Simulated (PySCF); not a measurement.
**Cl4OTa (charge −1): density, localisation and related maps**

The calculation's input:

```
mol = gto.M(atom='''
Ta    -0.00000    -0.00000     0.23469
O     -0.00000    -0.00000     1.99410
Cl     0.00000     0.00000    -2.30392
Cl     2.36754    -0.00000     0.10789
Cl    -1.18377     2.05035     0.10789
Cl    -1.18377    -2.05035     0.10789''',
    basis={'Ta': 'def2-SVP', 'O': 'def2-SVP', 'Cl': 'def2-SVP'},
    ecp={'Ta': 'def2-SVP'},
    charge=-1, spin=0)
mf = dft.RKS(mol, xc='B88,P86')
mf.grids.atom_grid = (75, 302)  # f atoms: at least (60, 302), unpruned
mf = mf.density_fit()  # Ta def2-universal-JKFIT, O def2-universal-JKFIT, Cl def2-universal-JKFIT
mf.conv_tol = 1e-09; mf.max_cycle = 55
mf.kernel(dm0)
```

Run with:

```sh
OMP_NUM_THREADS=2 python run.py
```

Core potentials replace the inner electrons of Ta.

All numbers below come from RKS BP86, Ta def2-SVP with ECP60, O def2-SVP, Cl def2-SVP; non-relativistic Hamiltonian with scalar-relativistic core potentials where named; density fitting in PySCF 2.14.0.

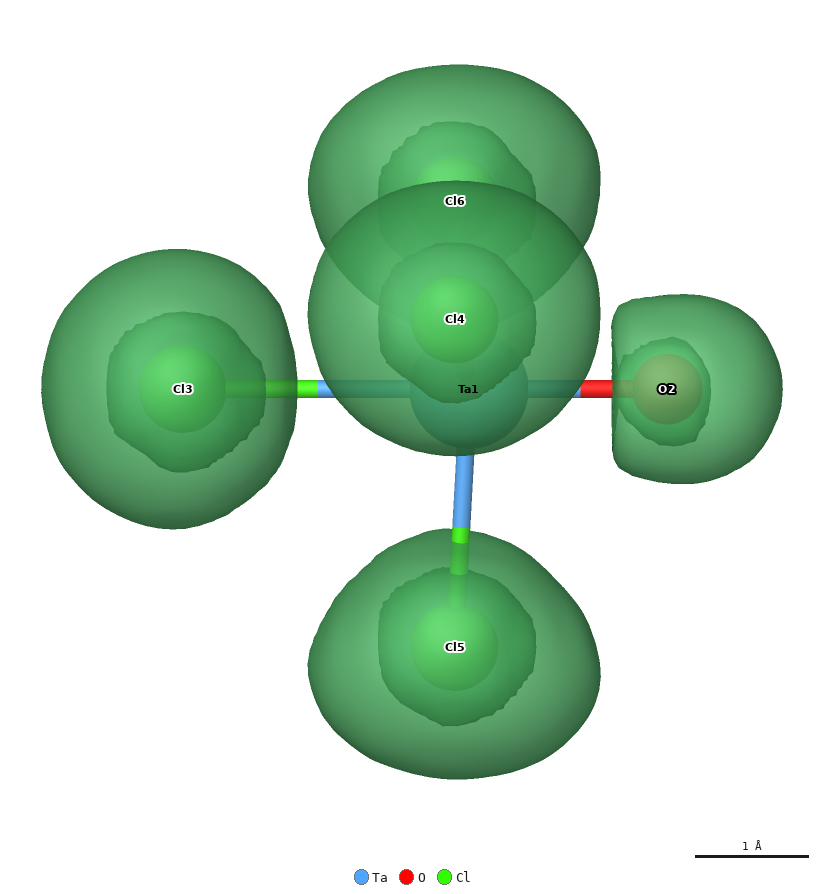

Figure 1. Isosurface of the ELF at 0.75 (green), seen from one side. Core shells and regions of very low density are left out.

Question: Where are the electrons localised?

Answer: At this value the surface marks out four regions wrapped around Cl (the valence shell of each) and one region wrapped around O (its valence shell). Profiles from the grid: Ta–O (1.76 Å): the ELF peaks at about 0.85 in the valence shell of O, 0.5 Å from its nucleus, and drops to about 0.35 between the two atoms. Ta–Cl (2.37 Å): the ELF peaks at about 0.85 in the valence shell of Cl, 0.9 Å from its nucleus, and is about 0.35 at the midpoint.

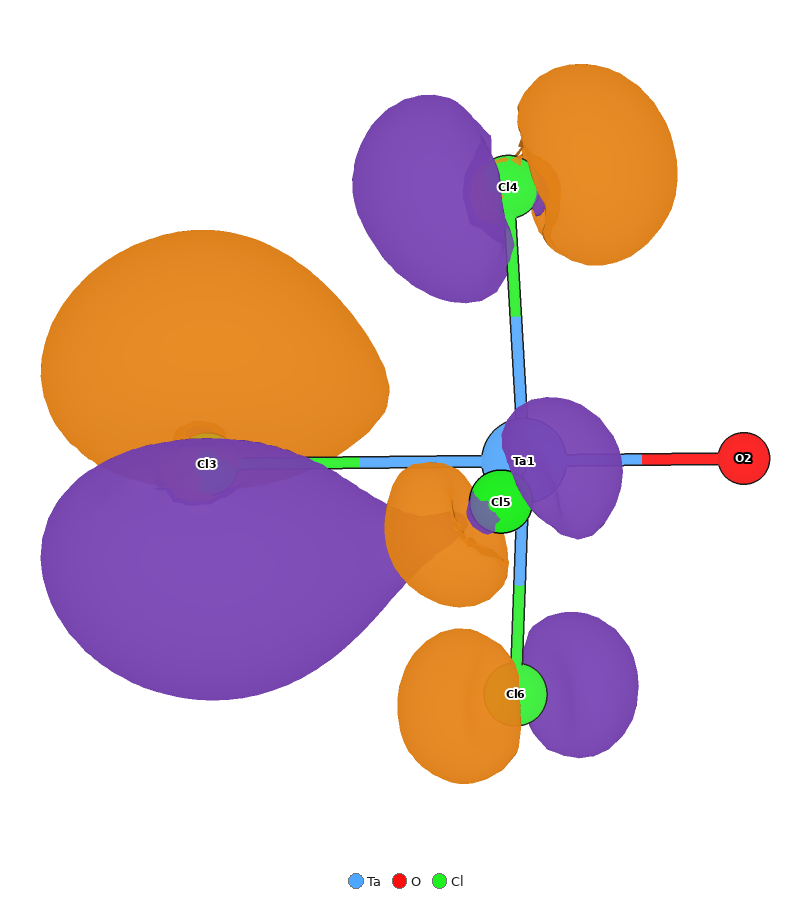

Figure 2. The HOMO at ±0.08 Å⁻³ᐟ² (orange and purple are the two phases), seen at a tilt.

Question: What is the character of this orbital?

Answer: Its weight (Hirshfeld) is mainly on Cl3 (about 80 %); largely a lone pair of Cl3. It is one of a degenerate set, so its orientation is arbitrary. Its energy is −2.33 eV.

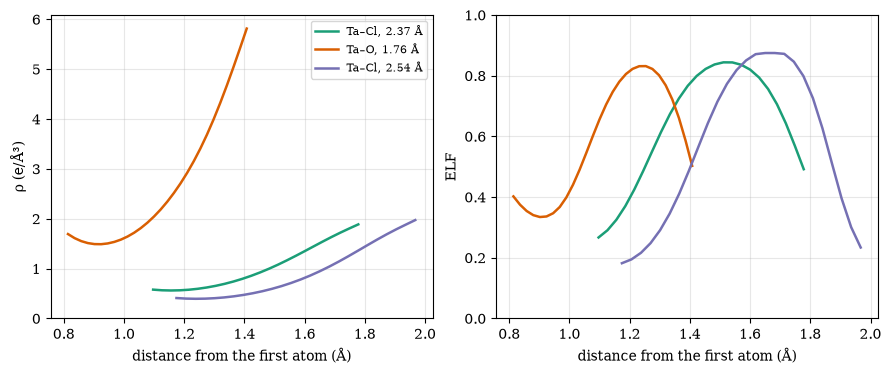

Figure 3. Electron density and ELF along straight lines between neighbouring atoms. The curves leave out the atomic cores.

Question: What can be read from the curves?

Answer: Ta–Cl (2.37 Å): ρ is about 0.57 e/Å³ halfway; the ELF peaks at about 0.85 in the valence shell of Cl, 0.9 Å from its nucleus, and is about 0.35 at the midpoint.
Ta–O (1.76 Å): the density is about 1.5 e/Å³ at the midpoint; the ELF peaks at about 0.85 in the valence shell of O, 0.5 Å from its nucleus, and drops to about 0.35 between the two atoms.
Ta–Cl (2.54 Å): the density is about 0.4 e/Å³ at the midpoint; the ELF peaks at about 0.85 in the valence shell of Cl, 0.9 Å from its nucleus, and is about 0.25 at the midpoint.
